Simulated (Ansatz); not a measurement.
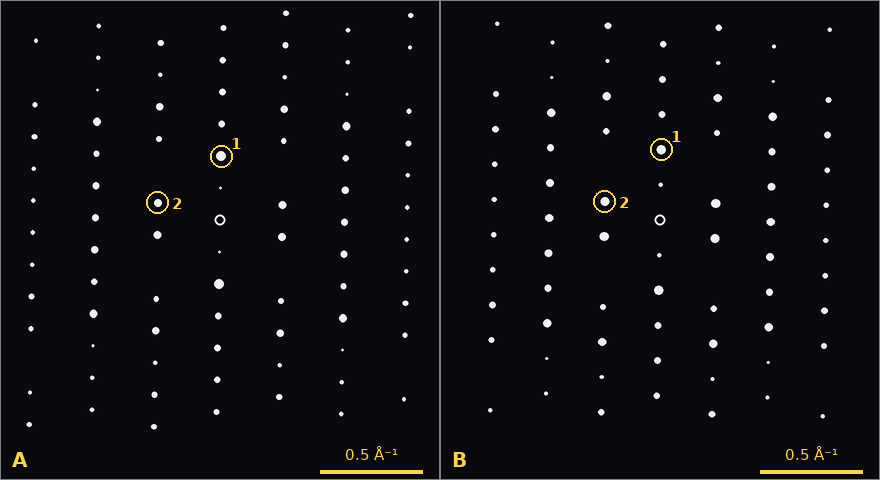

Kinematic electron diffraction patterns (200 kV, B = 0.5 Å², same scale) along [111] of the run's own cell, for the start and the end of one relaxation of Si3Pb with DFT PBE, scalar-relativistic, plane waves, PAW in Ansatz. k mesh 6×6×8. The start is a generated model structure, and the relaxation ends in the nearest stationary point of its symmetry, not necessarily the ground state. Spot 1 is -2 2 0 and spot 2 is -1 0 1 in both.

Start structure:

```
Si Pb
1.0
     6.66355    0.00000    0.00000
    -3.33178    5.77081    0.00000
     0.00000    0.00000    4.38219
Si Pb
6 2
Direct
  0.87272 0.74544 0.25000
  0.12728 0.87272 0.75000
  0.25456 0.12728 0.25000
  0.12728 0.25456 0.75000
  0.87272 0.12728 0.25000
  0.74544 0.87272 0.75000
  0.33333 0.66667 0.25000
  0.66667 0.33333 0.75000
```

Which pattern belongs to the start structure, and which to the relaxed one?

Answer. B is the start: its cell gives d(1) = 2.885 Å, d(2) = 3.490 Å and an angle of 72.4°. A is the relaxed structure, with d(1) = 3.169 Å (+9.8 %), d(2) = 3.150 Å (-9.7 %) and 75.6°.

Name reflections whose intensity changes strongly on relaxation.

Answer. 1 1 -2 goes from 46 to 24 % of the strongest spot; 1 -3 2 goes from 26 to 14 % of the strongest spot.

What did the relaxation do to the structure and the energy?

Answer. The volume changed by -0.1 % to 21.05 Å³ an atom; with the mean shift removed, the atoms moved by up to 0.11 Å relative to the cell (Si most); the space group stayed P6_3/mmc (No. 194); the free energy fell by 68 meV an atom. Relaxed cell: a = 7.319 Å, b = 7.319 Å, c = 3.630 Å, α = 90.00°, β = 90.00°, γ = 120.00°.
